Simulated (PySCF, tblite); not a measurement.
# C8H12OSi: geometry, infrared bands and NMR shifts

Aim: predict the infrared bands and NMR shifts of C8H12OSi (`C[SiH2]c1ccc(C2CC2)o1`).

Programs: tblite 0.8.0 and PySCF 2.14.0, with density-fitted response routines of our own. Each step states its level of theory. These are calculated values for one molecule in the gas phase, unless marked as measured. Atoms count from 0, in the outputs and in this text.

## Step 1: The molecule as given

22 atoms, charge 0, multiplicity 1; geometry from: force field or distance geometry start.

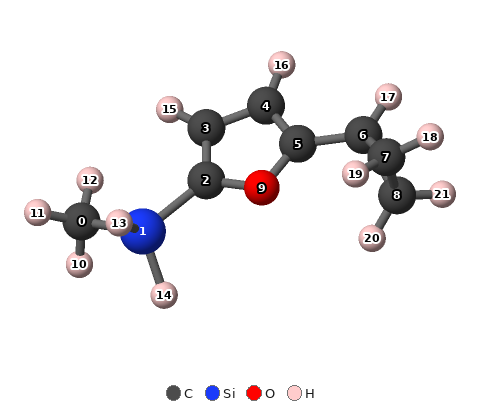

The starting geometry (carbon dark grey, silicon blue, oxygen red, hydrogen pink), atoms numbered.

## Step 2: Relaxing the molecule with GFN2-xTB

What the job is given:

```
{"job": {"kind": "relax", "xc": "GFN2-xTB", "basis": "xTB"}, "charge": 0, "multiplicity": 1}
C      3.923700    -0.068500    -0.801600
Si     2.260500    -0.776200    -1.265700
C      0.929900     0.117800    -0.374300
C      0.988200     1.381200     0.231700
C     -0.292400     1.601000     0.762400
C     -1.053600     0.501100     0.425700
C     -2.490100     0.353700     0.795400
C     -3.380500    -0.464300    -0.088400
C     -2.828300    -1.078400     1.183800
O     -0.307500    -0.363800    -0.240100
H      4.460000    -0.858600    -0.227700
H      4.482000     0.201000    -1.721700
H      3.802800     0.886000    -0.243300
H      2.064800    -0.759500    -2.716800
H      2.259200    -2.193900    -0.827000
H      1.834200     2.036300     0.326700
H     -0.589100     2.503600     1.309200
H     -2.990300     1.142400     1.360900
H     -4.496700    -0.284400    -0.011200
H     -3.043100    -0.842900    -1.061900
H     -2.059200    -1.864700     1.115800
H     -3.484700    -1.149400     2.067400
```

On the command line:

```bash
> OMP_NUM_THREADS=1 python probes_run.py task.json out
```

One launch serves the whole session: the jobs run in the order shown.

Log:

```text
step      E/eV     max force
  0    -788.83346    2.348
  1    -789.08462    0.854
  2    -789.17247    0.800
  3    -789.22513    0.418
  4    -789.25019    0.380
  5    -789.26966    0.322
  6    -789.28073    0.253
  7    -789.28666    0.148
  8    -789.29137    0.148
  9    -789.29655    0.204
 10    -789.30073    0.147
 11    -789.30309    0.105
 12    -789.30456    0.084
 13    -789.30606    0.097
 14    -789.30736    0.077
 15    -789.30836    0.076
 16    -789.30936    0.075
 17    -789.31077    0.132
 18    -789.31252    0.146
 19    -789.31416    0.106
 20    -789.31545    0.075
 21    -789.31674    0.094
 22    -789.31846    0.128
 23    -789.32043    0.114
 24    -789.32194    0.087
 25    -789.32289    0.092
 26    -789.32376    0.091
 27    -789.32486    0.092
 28    -789.32616    0.079
 29    -789.32737    0.064
 30    -789.32835    0.059
 31    -789.32923    0.069
 32    -789.33011    0.068
 33    -789.33087    0.061
 34    -789.33144    0.058
 35    -789.33191    0.053
 36    -789.33238    0.056
 37    -789.33283    0.048
 38    -789.33319    0.038
 39    -789.33345    0.033
 40    -789.33370    0.036
 41    -789.33398    0.041
 42    -789.33423    0.043
 43    -789.33440    0.034
 44    -789.33453    0.023
 45    -789.33466    0.029
 46    -789.33484    0.032
 47    -789.33502    0.031
 48    -789.33517    0.025
 49    -789.33528    0.025
 50    -789.33540    0.030
 51    -789.33555    0.033
 52    -789.33575    0.035
 53    -789.33596    0.032
 54    -789.33618    0.038
 55    -789.33644    0.048
 56    -789.33674    0.055
 57    -789.33700    0.047
 58    -789.33718    0.026
 59    -789.33729    0.024
 60    -789.33739    0.024
 61    -789.33749    0.028
 62    -789.33760    0.028
 63    -789.33772    0.026
 64    -789.33785    0.026
 65    -789.33800    0.027
 66    -789.33815    0.028
 67    -789.33827    0.026
 68    -789.33838    0.026
 69    -789.33852    0.027
 70    -789.33875    0.041
 71    -789.33909    0.052
 72    -789.33952    0.049
 73    -789.33997    0.049
 74    -789.34050    0.052
 75    -789.34126    0.077
 76    -789.34185    0.142
 77    -789.34304    0.115
 78    -789.34455    0.077
 79    -789.34606    0.085
 80    -789.34664    0.064
 81    -789.34724    0.172
 82    -789.34828    0.104
 83    -789.34947    0.073
 84    -789.35075    0.097
 85    -789.35185    0.085
 86    -789.35305    0.133
 87    -789.35425    0.067
 88    -789.35524    0.116
 89    -789.35657    0.070
 90    -789.35817    0.076
 91    -789.35923    0.070
 92    -789.35984    0.103
 93    -789.36093    0.063
 94    -789.36215    0.078
 95    -789.36331    0.064
 96    -789.36418    0.053
 97    -789.36490    0.073
 98    -789.36561    0.079
 99    -789.36641    0.081
100    -789.36752    0.070
101    -789.36859    0.113
102    -789.37005    0.074
103    -789.37114    0.076
104    -789.37202    0.052
105    -789.37234    0.044
106    -789.37259    0.052
107    -789.37284    0.056
108    -789.37323    0.051
109    -789.37362    0.035
110    -789.37387    0.028
111    -789.37406    0.023
112    -789.37420    0.023
113    -789.37431    0.024
114    -789.37441    0.021
115    -789.37452    0.020
116    -789.37462    0.023
117    -789.37470    0.015
118    -789.37474    0.014
119    -789.37477    0.012
120    -789.37481    0.014
121    -789.37484    0.013
122    -789.37486    0.008
```

Run time: 1.9 s. Hardware: 1 thread of Arm Neoverse N1, shared host.

Relaxation path: (not every step is listed)

```csv
step,energy from step 0 (eV),largest force (eV/Å)
0,0.0000,2.3479
1,-0.2512,0.8539
2,-0.3390,0.8000
3,-0.3917,0.4183
4,-0.4167,0.3797
5,-0.4362,0.3220
6,-0.4473,0.2530
7,-0.4532,0.1478
8,-0.4579,0.1479
18,-0.4791,0.1461
28,-0.4927,0.0789
38,-0.4997,0.0376
48,-0.5017,0.0251
58,-0.5037,0.0262
68,-0.5049,0.0260
78,-0.5111,0.0766
88,-0.5218,0.1157
98,-0.5322,0.0788
108,-0.5398,0.0514
117,-0.5412,0.0146
118,-0.5413,0.0138
119,-0.5413,0.0119
120,-0.5414,0.0140
121,-0.5414,0.0126
122,-0.5414,0.0079
```

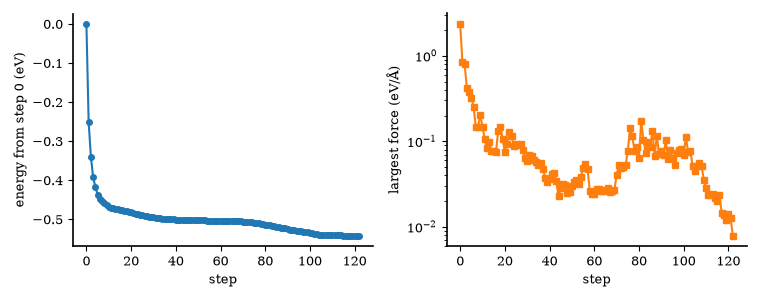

Energy and force, step by step.

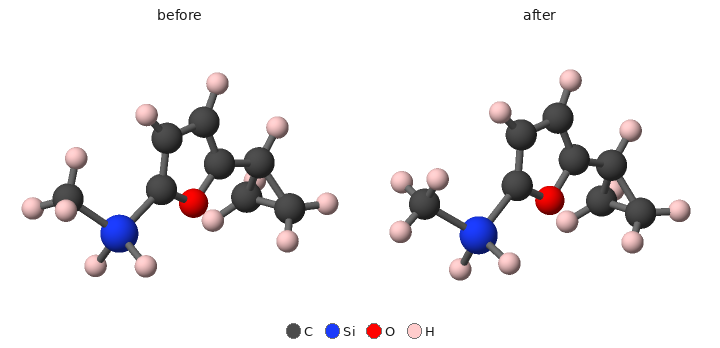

Before and after, at one scale.

Close pairs (by a distance rule), those that changed most:

```csv
bond,before (Å),after (Å),change (Å)
C7–H18,1.133,1.079,-0.054
Si1–C2,1.834,1.871,+0.037
C2–C3,1.402,1.369,-0.033
C0–Si1,1.866,1.896,+0.030
C0–H10,1.114,1.086,-0.028
C0–H12,1.112,1.086,-0.027
C4–H16,1.096,1.071,-0.025
C7–C8,1.517,1.492,-0.024
```

The next job starts from the end point, and lists it.

## Step 3: Harmonic vibrations with GFN2-xTB

What the job is given:

```
{"job": {"kind": "ir", "xc": "GFN2-xTB", "basis": "xTB"}, "charge": 0, "multiplicity": 1}
C      3.901530    -0.115746    -0.902802
Si     2.158262    -0.746360    -1.301646
C      0.927841     0.247905    -0.302531
C      0.985600     1.443418     0.362424
C     -0.292899     1.671803     0.913082
C     -1.059153     0.597140     0.550113
C     -2.459706     0.277704     0.846430
C     -3.261877    -0.542941    -0.129246
C     -2.843348    -1.144558     1.170719
O     -0.326549    -0.261311    -0.184196
H      4.121775    -0.197568     0.157711
H      4.650230    -0.688932    -1.440323
H      4.022966     0.925810    -1.184657
H      1.879247    -0.589678    -2.737498
H      2.022727    -2.162839    -0.937781
H      1.844170     2.078727     0.445956
H     -0.606081     2.511256     1.500111
H     -2.969375     1.068950     1.380636
H     -4.300732    -0.287836    -0.272146
H     -2.759473    -0.874696    -1.024863
H     -2.056844    -1.883161     1.155449
H     -3.588721    -1.307701     1.934211
```

Log:

```text
mode    cm-1     km/mol
  1      20.1      0.15
  2      51.1      0.01
  3      82.0      0.11
  4     103.0      0.47
  5     129.8      0.47
  6     141.7      0.94
  7     183.9      0.16
  8     252.6      2.97
  9     386.7      2.48
 10     405.4      5.29
 11     448.2     16.21
 12     460.4     59.88
 13     557.2      5.38
 14     612.0     12.00
 15     640.5      6.42
 16     656.9      0.26
 17     680.0    194.64
 18     761.2     98.57
 19     790.7    202.44
 20     804.2      0.72
 21     808.9     12.18
 22     824.9     85.35
 23     838.5    220.47
 24     839.7      8.82
 25     860.4      1.95
 26     924.4      8.26
 27     936.0     22.19
 28     951.3      1.73
 29    1013.4     23.53
 30    1040.9     27.33
 31    1054.5      8.47
 32    1068.9      3.99
 33    1071.9     10.64
 34    1090.2      0.55
 35    1142.2     18.43
 36    1155.6      0.11
 37    1193.1     43.33
 38    1242.7      3.14
 39    1265.1      8.07
 40    1347.4      7.55
 41    1365.2      7.04
 42    1372.7     11.47
 43    1428.1      0.05
 44    1472.1     14.93
 45    1488.6      0.23
 46    1492.4      4.67
 47    1494.2     53.19
 48    1582.4     22.14
 49    2192.7    410.49
 50    2219.5    230.44
 51    3038.8     30.32
 52    3042.7     28.34
 53    3050.6     21.77
 54    3062.8     18.67
 55    3089.1     24.23
 56    3090.8     22.94
 57    3099.7      5.76
 58    3117.1     57.23
 59    3169.7     22.94
 60    3180.0     32.80
```

It took 1.8 s on 1 thread of Arm Neoverse N1, shared host.

The strongest bands and the atoms that carry them (share of the mass-weighted mode):

```csv
cm⁻¹,km/mol,atoms
460,59.9,"H14 34 %, H13 31 %, Si1 15 %"
680,194.6,"H13 39 %, H14 34 %, H11 10 %"
761,98.6,"C0 39 %, Si1 28 %"
791,202.4,"H14 40 %, H13 39 %, Si1 11 %"
825,85.3,"H12 39 %, H10 28 %, C0 17 %"
838,220.5,"H11 35 %, H10 17 %, C0 14 %"
2193,410.5,H13 87 %
2220,230.4,"H14 87 %, H13 10 %"
```

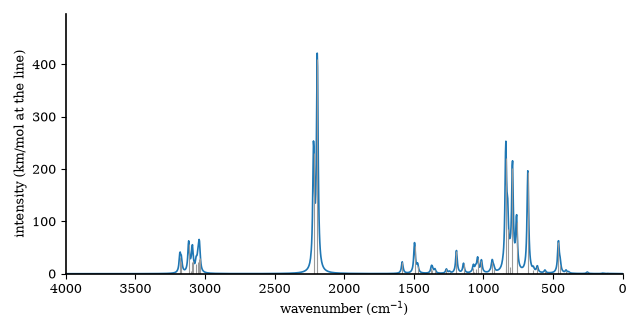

The infrared spectrum from these modes, unscaled. Lines are broadened to a width of 14 cm⁻¹ (Lorentzian).

## Step 4: Nuclear shieldings: PBE0/pcSseg-1

Settings changed since step 3:

```diff
@@ -1,2 +1,2 @@
-{"job": {"kind": "ir", "xc": "GFN2-xTB", "basis": "xTB"}, "charge": 0, "multiplicity": 1}
+{"job": {"kind": "nmr", "xc": "PBE0", "basis": "pcSseg-1"}, "charge": 0, "multiplicity": 1}
 C      3.901530    -0.115746    -0.902802
```

Level: GIAO PBE0/pcSseg-1 NMR shielding, non-relativistic, gas phase.

Log:

```text
coarse grid: 18840 points
cycle   1  E = -675.9777347319  dE =  1.644e+00  |g| = 5.530e-01  |ddm| = 4.339e+00
cycle   2  E = -675.9584520691  dE =  1.928e-02  |g| = 6.503e-01  |ddm| = 9.648e-01
cycle   3  E = -676.0490463925  dE = -9.059e-02  |g| = 8.818e-02  |ddm| = 5.025e-01
cycle   4  E = -676.0501424144  dE = -1.096e-03  |g| = 4.377e-02  |ddm| = 8.800e-02
cycle   5  E = -676.0505181718  dE = -3.758e-04  |g| = 1.201e-02  |ddm| = 4.585e-02
cycle   6  E = -676.0505472708  dE = -2.910e-05  |g| = 5.666e-03  |ddm| = 1.702e-02
cycle   7  E = -676.0505552395  dE = -7.969e-06  |g| = 6.838e-04  |ddm| = 5.396e-03
final grid: 177264 points
cycle   8  E = -676.1199884956  dE = -4.102e-05  |g| = 1.232e-02  |ddm| = 4.292e-02
cycle   9  E = -676.1199516841  dE =  3.681e-05  |g| = 1.867e-02  |ddm| = 2.185e-02
cycle  10  E = -676.1200189711  dE = -6.729e-05  |g| = 2.721e-03  |ddm| = 1.386e-02
cycle  11  E = -676.1200206488  dE = -1.678e-06  |g| = 3.319e-04  |ddm| = 2.646e-03
cycle  12  E = -676.1200206676  dE = -1.881e-08  |g| = 1.785e-04  |ddm| = 4.258e-04
cycle  13  E = -676.1200206755  dE = -7.851e-09  |g| = 2.934e-05  |ddm| = 1.788e-04
cycle  14  E = -676.1200206757  dE = -1.949e-10  |g| = 9.899e-06  |ddm| = 4.104e-05
converged SCF energy = -676.1200206757

GIAO shielding tensors (ppm)
atom      isotropic    diamagn.    paramagn.     s11        s22        s33       span
  0 C      195.865     252.034     -56.169    191.972    194.511    201.112      9.139
  1 Si     409.487     882.384    -472.897    377.244    400.849    450.369     73.124
  2 C       33.961     256.029    -222.068    -33.616     32.013    103.487    137.103
  3 C       57.372     257.623    -200.251    -42.658     59.202    155.572    198.230
  4 C       73.953     255.565    -181.613    -11.153     77.343    155.668    166.822
  5 C       18.128     253.893    -235.765    -59.781     18.440     95.724    155.506
  6 C      173.011     247.506     -74.496    138.021    159.302    221.708     83.686
  7 C      177.074     253.659     -76.585    148.284    174.699    208.238     59.954
  8 C      175.892     253.451     -77.559    145.171    174.385    208.119     62.948
  9 O       29.246     402.070    -372.824   -109.585    -57.191    254.513    364.097
 10 H       31.376      30.815       0.561     26.948     29.158     38.022     11.074
 11 H       31.499      26.232       5.267     26.564     28.107     39.826     13.262
 12 H       31.269      30.034       1.235     26.513     29.223     38.070     11.556
 13 H       26.986      29.736      -2.751     23.210     25.781     31.965      8.755
 14 H       27.069      30.241      -3.172     22.789     26.710     31.707      8.918
 15 H       24.856      34.506      -9.650     22.311     24.441     27.816      5.504
 16 H       25.211      34.487      -9.276     22.673     25.340     27.620      4.947
 17 H       29.801      31.518      -1.717     21.868     28.553     38.983     17.115
 18 H       30.824      29.444       1.380     24.876     26.475     41.119     16.243
 19 H       30.607      31.889      -1.282     23.910     29.290     38.619     14.709
 20 H       30.852      31.919      -1.066     24.363     29.582     38.612     14.249
 21 H       30.851      29.602       1.249     25.010     26.433     41.110     16.100
```

Wall time 95 s (1 thread of Arm Neoverse N1, shared host); peak memory 1.1 GiB.

The references, computed at this level on geometries of the same kind, shield at (ppm): ¹H TMS 31.72, ¹³C TMS 186.9, ²⁹Si TMS 349.2, ¹⁷O H2O 336.1. Their shielding less the atom's gives the shift. The references are single molecules in the gas phase, so shifts against H2O, NH3, PH3, H3PO4 or CFCl3 are not on the usual liquid scales and can be off by tens of ppm. Atoms listed in one row are averaged.

```
        atoms                                          environment  σ (ppm)  δ (ppm)  δ scaled to CDCl3
           C5  substituted aromatic carbon next to the ring oxygen     18.1    168.8              162.8
           C2  substituted aromatic carbon next to the ring oxygen     34.0    153.0              147.4
           C3                                          aromatic CH     57.4    129.6              124.5
           C4                                          aromatic CH     74.0    113.0              108.3
           C6                           three-membered-ring carbon    173.0     13.9               11.7
       C7, C8                           three-membered-ring carbon    176.5     10.4                8.3
           C0                           methyl carbon bonded to Si    195.9     -8.9              -10.6
          H15                           hydrogen on an aromatic CH    24.86     6.86               6.57
          H16                           hydrogen on an aromatic CH    25.21     6.51               6.24
     H13, H14                  hydrogen on a silicon bonded to 2 C    27.03     4.69                  –
          H17             hydrogen on a three-membered-ring carbon    29.80     1.92               1.91
     H19, H20             hydrogen on a three-membered-ring carbon    30.73     0.99               1.04
     H18, H21             hydrogen on a three-membered-ring carbon    30.84     0.88               0.93
H10, H11, H12             hydrogen on a methyl carbon bonded to Si    31.38     0.34               0.42
          Si1                           silicon bonded to 2 C, 2 H    409.5    -60.3                  –
           O9                                 aromatic ring oxygen     29.2    306.8                  –
```

The scaled column applies a straight-line fit of computed shieldings to shifts measured in CDCl3 (root-mean-square error 0.16 ppm for H, 1.9 ppm for C).

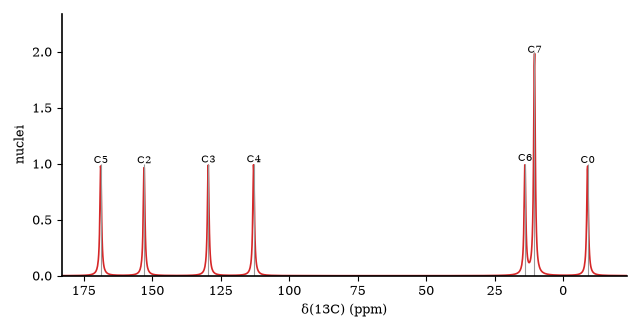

¹³C lines at the computed shifts, without couplings. Lines are broadened to a width of 0.71 ppm (Lorentzian).

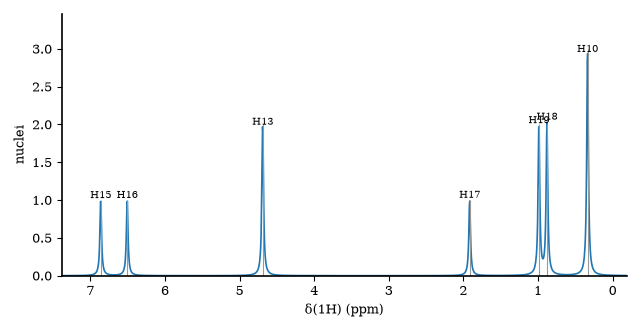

¹H lines at the computed shifts, without couplings. Lines are broadened to a width of 0.03 ppm (Lorentzian).

The run also stored atomic charges by several schemes (e):

```csv
atoms,Mulliken,IAO,Hirshfeld,ESP fit
C0,-0.64,-0.72,-0.21,-0.54
Si1,0.68,0.78,0.34,0.59
C2,-0.07,-0.14,-0.06,-0.23
C3,-0.13,-0.20,-0.09,-0.06
C4,-0.13,-0.24,-0.10,-0.46
C5,0.28,0.18,0.07,0.27
C6,-0.28,-0.15,-0.04,-0.21
"C7, C8",-0.18,-0.29,-0.09,-0.28
O9,-0.42,-0.24,-0.05,-0.04
```

IAO charges:

C0 -0.72; Si1 0.78; C2 -0.14; C3 -0.20; C4 -0.24; C5 0.18; C6 -0.15; C7 -0.29; C8 -0.29; O9 -0.24; H10 0.16; H11 0.16; H12 0.16; H13 -0.13; H14 -0.13; H15 0.16; H16 0.16; H17 0.16; H18 0.15; H19 0.16; H20 0.16; H21 0.15

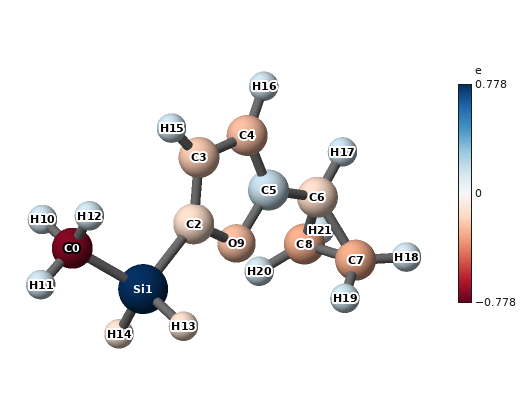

IAO charges, as colours on the atoms.

Mayer bond orders: C0–Si1 0.96, Si1–C2 0.90, C2–C3 1.55, C3–C4 1.27, C4–C5 1.51, C5–C6 0.99, C6–C7 0.94, C7–C8 0.97, C5–O9 1.07, O9–C2 1.01, C8–C6 0.93.

Ring of atoms C2, C3, C4, C5, O9: NICS(0) -10.6, NICS(1) -10.0, NICS(1)zz -24.2 ppm (means of both faces).

Ring of atoms C6, C7, C8: NICS(0) -42.2, NICS(1) -7.4, NICS(1)zz -23.8 ppm (means of both faces).

In rings of three or four atoms NICS is ruled by the nearby σ bonds, so it says little on aromaticity.

## Step 5: Results

| quantity | value |
| --- | --- |
| strongest single infrared mode (GFN2-xTB) | 2193 cm⁻¹, 410 km/mol |
| zero-point energy (GFN2-xTB) | 108.5 kcal/mol |
| ¹³C shifts against TMS (PBE0/pcSseg-1, means over atoms taken as alike) | 168.8, 153.0, 129.6, 113.0, 13.9, 10.4, -8.9 ppm |
| ¹H shifts against TMS (PBE0/pcSseg-1, means over atoms taken as alike) | 6.86, 6.51, 4.69, 1.92, 0.99, 0.88, 0.34 ppm |
| ²⁹Si shifts against TMS (PBE0/pcSseg-1) | -60.3 ppm |
| ¹⁷O shifts against H2O (PBE0/pcSseg-1) | 306.8 ppm |

**Reading.** Relaxing lowered the energy by 0.541 eV in 122 steps; the close pair that moved most is C7–H18, from 1.133 to 1.079 Å. No mode is imaginary among the 60: a minimum at this level. The strongest single mode, at 2193 cm⁻¹, moves mainly H13. GFN2-xTB is a fitted tight-binding method: band positions and strengths are rough. Its intensities can rank the bands wrongly. At PBE0/pcSseg-1: The widest tensor belongs to O9: span 364 ppm, with a paramagnetic part of -373 ppm. NICS(1)zz of -24 ppm above the planar ring from C2 marks a diatropic (aromatic) ring current.
